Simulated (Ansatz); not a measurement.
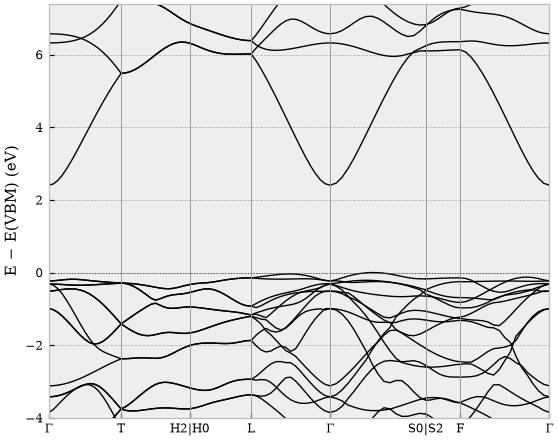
*Band structure from PBE (plane waves, PAW; program Ansatz)*

Task: Read off the gap and where the band edges lie.

Result: About 2.4 eV (2.40 eV by a search for the band edges); maximum on the Γ–S0 line, 45 % of the way from Γ, minimum at Γ.

The material is Ga₂O₃ (corundum, R-3c).

Symmetry was held in the PBE relaxation. Scalar-relativistic: spin–orbit coupling is off unless named, which matters more the heavier the elements.

Potentials: the earlier of the program's two PAW sets.
